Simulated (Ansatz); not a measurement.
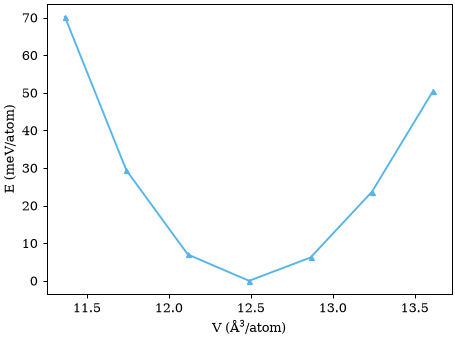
*VSi₂ in space group P6_222 (No. 180; V on 3d, Si on 6j) under volume change, r²SCAN (plane waves, PAW; program Ansatz), shape and atoms relaxed at each volume.*

Task: What does a third-order Birch–Murnaghan fit give for V₀, B₀ and B′?

Result: V₀ = 12.49 Å³/atom, B₀ = 187 GPa, B′ = 4.4.

The r²SCAN relaxation kept the symmetry of its start; of distortions, only those at the zone centre were tested. The run is not spin-polarised.

Potentials: the later of the program's two PAW sets.
